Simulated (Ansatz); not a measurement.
```
CELL_PARAMETERS angstrom
3.96081 0.00000 0.00000
0.00000 3.96081 0.00000
0.00000 0.00000 6.94407
ATOMIC_POSITIONS crystal
Ga 0.00000 0.00000 0.00000
Ga 0.50000 0.50000 0.50000
O 0.00000 0.00000 0.71543
O 0.50000 0.50000 0.21543
O 0.00000 0.50000 0.00000
O 0.50000 0.00000 0.50000
O 0.50000 0.00000 0.00000
O 0.00000 0.50000 0.50000
O 0.00000 0.00000 0.28457
O 0.50000 0.50000 0.78457
```

Space group I4/mmm; a structure generated by program, which may or may not match a known phase; spin-polarised.

All numbers below come from DFT PBE, scalar-relativistic, plane waves, PAW (Ansatz).

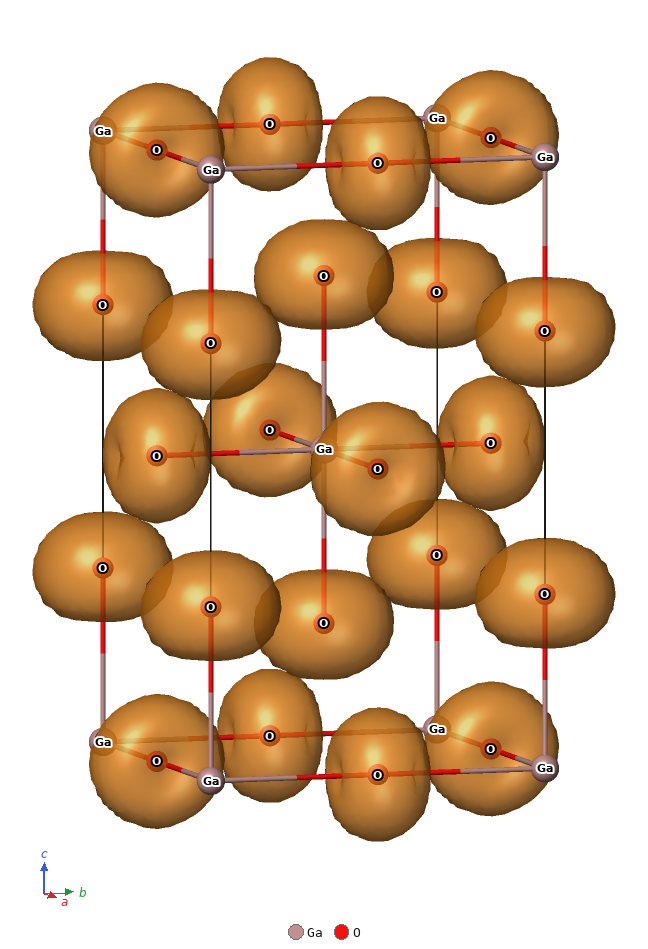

GaO₄. Isosurface of the magnetisation density (up minus down) at +0.2 e/Å³ (orange), seen slightly off an axis. Sticks mark near contacts.

The density is the valence pseudo-density of a PAW calculation; it isn't the true density close to the nuclei.

Q: Describe the spin distribution.

A: The spin density sits on O: +1.3 μB (×4) and +1.0 μB (×4) in one cell of 10 atoms: parallel main moments (a ferromagnetic arrangement) in this solution. The cell of the calculation (5 atoms) carries 5.0 μB of net spin moment.
